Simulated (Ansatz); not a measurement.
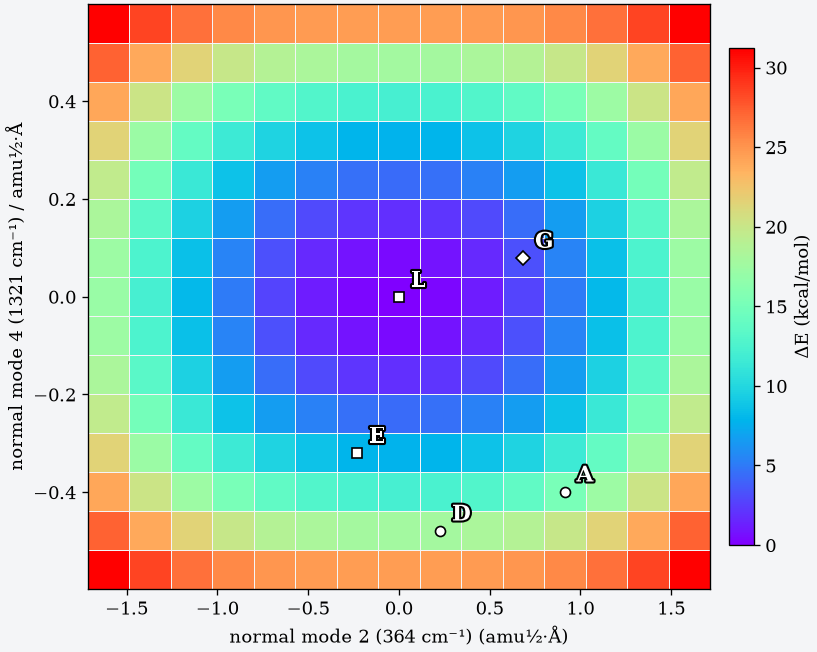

BS2, SMILES S=B[S-], charge −1. The first coordinate is: normal mode 2 (364 cm⁻¹); the second: normal mode 4 (1321 cm⁻¹). Nothing is relaxed (straight displacements along the two mass-weighted modes). Grid: 15 × 15 points; 64 points were computed and 161 follow by symmetry. Energies are in kcal/mol, from the lowest grid point. Computed with Ansatz, RKS B3LYP-D4/def2-TZVPD.

The picture shows one coloured cell a grid point, lettered points.

Is L the lowest point of the computed grid?

Yes. L, at normal mode 2 (364 cm⁻¹) = 0.000 amu½·Å, normal mode 4 (1321 cm⁻¹) = 0.000 amu½·Å, has the lowest energy of the grid.

Rank the lettered points by energy, lowest first.

L (0.0 kcal/mol), G (3.2 kcal/mol), E (7.9 kcal/mol), A (15.2 kcal/mol), D (17.9 kcal/mol).

What kind of point is each of A, D, E, G, L: minimum, saddle, maximum or slope?

A: on a slope; D: on a slope; E: on a slope; G: on a slope; L: minimum. (In these two coordinates alone; a stationary point may lie a little off the grid point.)
